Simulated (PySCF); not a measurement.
C₃H₅FO, SMILES `CC1(F)CO1`.

Method: ωB97X/def2-SVPD; geometry: GFN2-xTB; program: PySCF. No frequency check shows the geometry to be a minimum.

Coordinates in Å:

```
C1      -1.3769    0.7661    0.0624
C2      -0.1182   -0.0513    0.0162
F3      -0.3850   -1.3938    0.0574
C4       1.1731    0.3546    0.5701
O5       0.9132    0.2872   -0.8181
H6      -2.0233    0.4818   -0.7651
H7      -1.8976    0.5813    0.9991
H8      -1.1305    1.8203   -0.0214
H9       1.8448   -0.4053    0.9489
H10      1.2970    1.3517    0.9739
```

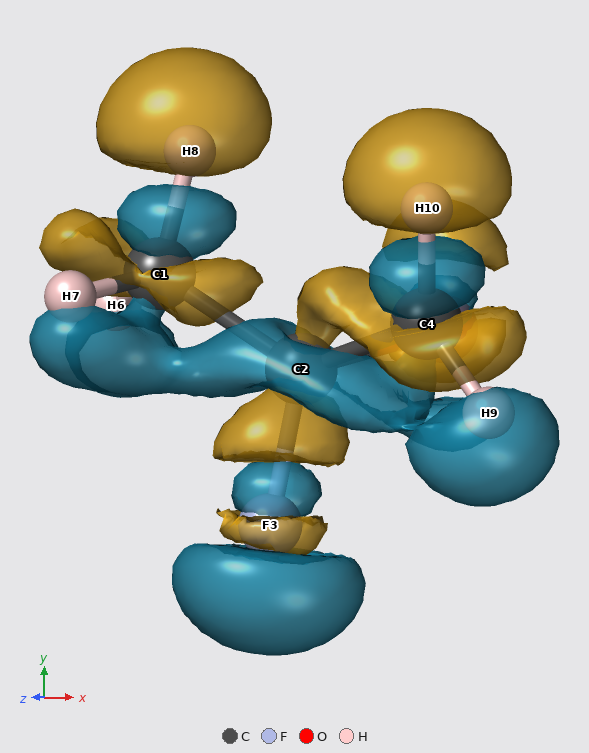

Change of the electron density in a uniform field of 0.10 V/Å, surfaces at ±0.0008 e/Å³ (yellow: gain, teal: loss).

Along which Cartesian direction does the field point?

Along −y: electrons gather on the +y side, against the field.

How large is the response?

The induced dipole is 0.19 D (along the field); α along this axis, from the fields in both directions, is 38 bohr³ (5.6 Å³).

Which atoms gain and lose the most charge?

Electrons gather most on H8 (Hirshfeld charge changes by −0.004 e) and leave F3 most (+0.005 e); 0.021 electrons are displaced in all.

The PySCF run took 41 s on 1 thread of Arm Neoverse V1, with other jobs on the host, peak memory 0.7 GiB.
